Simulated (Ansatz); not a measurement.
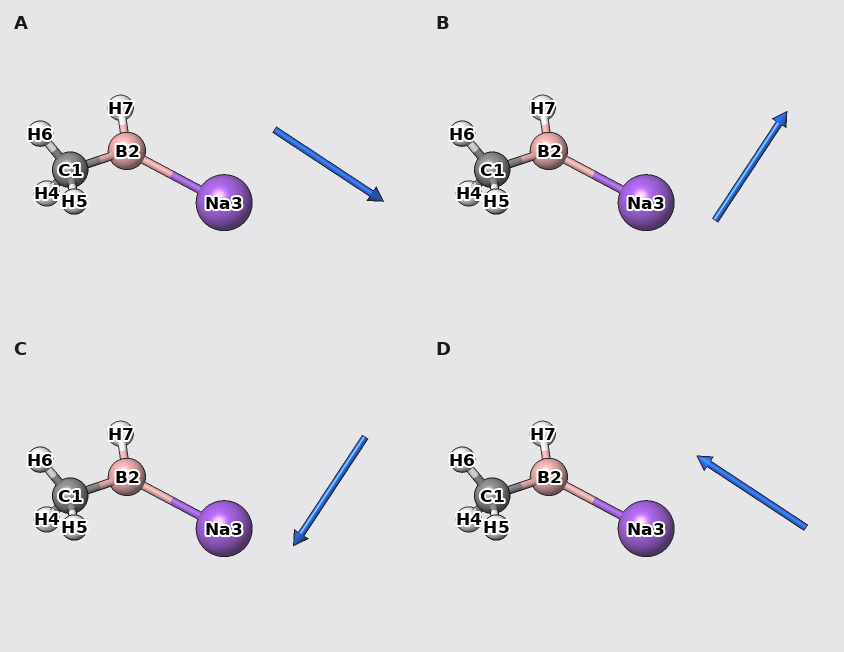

The same molecule four times, each with an arrow. The geometry was computed by an optimisation with PBE-D4/def2-SVP. No frequency run is at hand to confirm it as a minimum. Method: RKS PBE-D4/def2-SVP (Ansatz 0.2.0).

### Which arrow points along the dipole moment, from the negative to the positive end?

A. The dipole moment is 3.66 D; it points from the side of H6 to the side of Na3 (the outermost atoms at the two ends).
